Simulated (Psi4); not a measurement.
**SOF2 (thionyl fluoride): BLYP/aug-cc-pVDZ**

Aim: the vertical ionisation energy of SOF2 (thionyl fluoride) at BLYP/aug-cc-pVDZ, from 2 runs. 

Program for the calculation: Psi4 1.11.

2 further runs of the same task are left out: 2 set aside as unsound or not needed.

### 1 The structure to begin with

SOF2 has 4 atoms, charge 0, and is taken as a singlet. SMILES: `O=S(F)F`. The coordinates come from a PBE0-D4/def2-TZVP relaxation.

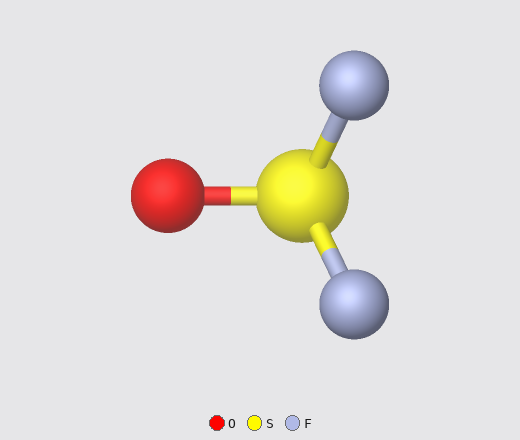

The structure, seen from a chosen angle (oxygen red, sulfur yellow, fluorine light blue).

### 2 A single-point energy at BLYP/aug-cc-pVDZ

Contents of calc.in:

```
memory 1.6 GB

molecule {
  0 1
  O
  S 1 1.418942
  F 2 1.587883 1 106.45498
  F 2 1.587906 1 106.44924 3 -98.30188
  symmetry c1
}

set basis aug-cc-pVDZ
set puream true
set e_convergence 1e-09
set d_convergence 1e-08
set scf_type pk
set dft_radial_points 99
set dft_spherical_points 590

E, wfn = energy('blyp', return_wfn=True)
oeprop(wfn, 'QUADRUPOLE', 'MULLIKEN_CHARGES', 'LOWDIN_CHARGES')
print_variables()
```

The run is started by

```bash
$ psi4 calc.in calc.out -n 1
```

calc.out, shortened:

```text
[...]
  Running in c1 symmetry.
[...]
  Nuclear repulsion =  193.929513181049799
[...]
  Multiplicity = 1
[...]
  Nalpha       = 21
  Nbeta        = 21
[...]
    Number of basis functions: 96
[...]
   @RKS iter   1:  -672.77878315094711    4.30486e-01   9.49496e-03 ADIIS/DIIS
[...]
   @RKS iter  13:  -673.08191676490071   -4.09273e-12   2.83559e-09 DIIS
[...]
    Orbital Energies [Eh]
    ---------------------
    Doubly Occupied:
       1A    -88.386310     2A    -24.371072     3A    -24.371059
       4A    -18.850252     5A     -7.904823     6A     -5.936694
       7A     -5.936010     8A     -5.926565     9A     -1.202238
      10A     -1.142199    11A     -1.023849    12A     -0.665581
      13A     -0.544694    14A     -0.505840    15A     -0.477152
      16A     -0.431309    17A     -0.418515    18A     -0.396719
      19A     -0.363715    20A     -0.340318    21A     -0.298023
[...]
  @RKS Final Energy:  -673.08191676490071
   => Energetics <=
    Nuclear Repulsion Energy =            193.9295131810497992
    One-Electron Energy =               -1315.5634282189339501
    Two-Electron Energy =                 503.7548463267989973
    DFT Exchange-Correlation Energy =     -55.2028480538155151
    Empirical Dispersion Energy =           0.0000000000000000
    VV10 Nonlocal Energy =                  0.0000000000000000
    Total Energy =                       -673.0819167649007113
[...]
 Multipole Moments:
 ------------------------------------------------------------------------------------
     Multipole            Electronic (a.u.)      Nuclear  (a.u.)        Total (a.u.)
 ------------------------------------------------------------------------------------
 L = 1.  Multiply by 2.5417464519 to convert [e a0] to [Debye]
 Dipole X            :         -0.4957587            0.8036247            0.3078659
 Dipole Y            :         -0.4287194            0.6948361            0.2661167
 Dipole Z            :          1.4605336           -0.9763481            0.4841855
 Magnitude           :                                                    0.6324833
 L = 2.  Multiply by 1.3450342976 to convert [e a0^2] to [Debye ang]
 Quadrupole XX       :        -77.9685781           57.3617615          -20.6068166
 Quadrupole XY       :         24.5164029          -24.1594118            0.3569911
[...]
  Mulliken Charges: (a.u.)
   Center  Symbol    Alpha    Beta     Spin     Total
       1     O     4.25245  4.25245  0.00000 -0.50491
       2     S     7.35608  7.35608  0.00000  1.28784
       3     F     4.69573  4.69573  0.00000 -0.39147
       4     F     4.69574  4.69574  0.00000 -0.39147
   Total alpha = 21.00000, Total beta = 21.00000, Total charge = -0.00000
  Lowdin Charges: (a.u.)
   Center  Symbol    Alpha    Beta     Spin     Total
       1     O     4.19460  4.19460  0.00000 -0.38919
       2     S     7.57995  7.57995  0.00000  0.84011
[...]
```

Wall time 18 s (1 thread of Intel Xeon Platinum 8488C (Sapphire Rapids), shared host); peak memory 0.75 GiB.

### 3 The doublet cation: energy and gradient at UBLYP/aug-cc-pVDZ

Contents of calc.inp:

```
memory 1600 MB

molecule {
  1 2
  O
  S 1 r2
  F 2 r3 1 a3
  F 2 r4 1 a4 3 d4

  r2 = 1.418942
  r3 = 1.587883
  a3 = 106.45498
  r4 = 1.587906
  a4 = 106.44924
  d4 = -98.30188
  units angstrom
  symmetry c1
}

set basis aug-cc-pVDZ
set reference uks
set puream true
set e_convergence 1e-09
set d_convergence 1e-08
set scf_type pk
set dft_radial_points 99
set dft_spherical_points 590
set maxiter 100

energy_value, wavefunction = gradient("blyp", return_wfn=True)
oeprop(wavefunction, "QUADRUPOLE", "MAYER_INDICES", "MULLIKEN_CHARGES")
```

The run is started by

```bash
$ psi4 calc.inp calc.out -n 1
```

calc.out, shortened:

```text
[...]
  Running in c1 symmetry.
[...]
  Nuclear repulsion =  193.929513181049799
[...]
  Multiplicity = 2
[...]
  Nalpha       = 21
  Nbeta        = 20
[...]
    Number of basis functions: 96
[...]
   @UKS iter   1:  -672.32915218247967    8.80117e-01   8.97456e-03 DIIS/ADIIS
[...]
   @UKS iter  14:  -672.63759059320034   -5.68434e-12   7.39207e-09 DIIS
[...]
   @S^2 Observed:                7.536928139E-01
[...]
  @UKS Final Energy:  -672.63759059320034
   => Energetics <=
    Nuclear Repulsion Energy =            193.9295131810497992
    One-Electron Energy =               -1302.4196363097839821
    Two-Electron Energy =                 490.6502045984563551
    DFT Exchange-Correlation Energy =     -54.7976720629225298
    Empirical Dispersion Energy =           0.0000000000000000
    VV10 Nonlocal Energy =                  0.0000000000000000
    Total Energy =                       -672.6375905932003434
[...]
  -Total Gradient:
     Atom            X                  Y                   Z
    ------   -----------------  -----------------  -----------------
       1       -0.017063641590    -0.014745759512     0.110432422356
       2        0.013402893543     0.011570446780    -0.076092538216
       3       -0.015279023170     0.021318383884    -0.017166011325
       4        0.018878414530    -0.018194890463    -0.017167193553
[...]
 Multipole Moments:
 ------------------------------------------------------------------------------------
     Multipole            Electronic (a.u.)      Nuclear  (a.u.)        Total (a.u.)
 ------------------------------------------------------------------------------------
 L = 1.  Multiply by 2.5417464519 to convert [e a0] to [Debye]
 Dipole X            :         -0.2255397            0.8036247            0.5780849
 Dipole Y            :         -0.1950591            0.6948361            0.4997770
 Dipole Z            :          1.1448617           -0.9763481            0.1685136
 Magnitude           :                                                    0.7825318
 L = 2.  Multiply by 1.3450342976 to convert [e a0^2] to [Debye ang]
 Quadrupole XX       :        -74.0521391           57.3617615          -16.6903777
 Quadrupole XY       :         24.5771310          -24.1594118            0.4177193
[...]
```

Run time: 34 s. Hardware: 1 thread of Intel Xeon Platinum 8488C (Sapphire Rapids), shared host; peak memory 0.76 GiB.

### 4 What came out

At BLYP/aug-cc-pVDZ:

| quantity | value |
| --- | --- |
| singlet SOF2: total energy | -673.08192 Eh |
| singlet SOF2: dipole moment | 1.61 D |
| singlet SOF2: HOMO energy | -8.11 eV |
| singlet SOF2: LUMO energy | -2.24 eV |
| singlet SOF2: HOMO–LUMO gap | 5.87 eV |
| doublet cation: total energy | -672.63759 Eh |
| doublet cation: HOMO energy (highest over α and β) | -17.40 eV |
| doublet cation: LUMO energy (lowest over α and β) | -16.11 eV |
| doublet cation: ⟨S²⟩ | 0.754 |
| doublet cation: largest force on an atom | 5.796 eV/Å |
| vertical ionisation energy (to the doublet cation) | 12.091 eV |

In words: The vertical ionisation energy comes to 12.09 eV (1167 kJ/mol). −ε(HOMO) before ionisation, 8.11 eV, is 3.98 eV below this ionisation energy. Mulliken charges (doublet cation) run from -0.25 on F3 to +1.69 on S2; in a basis this large or diffuse they mean little.
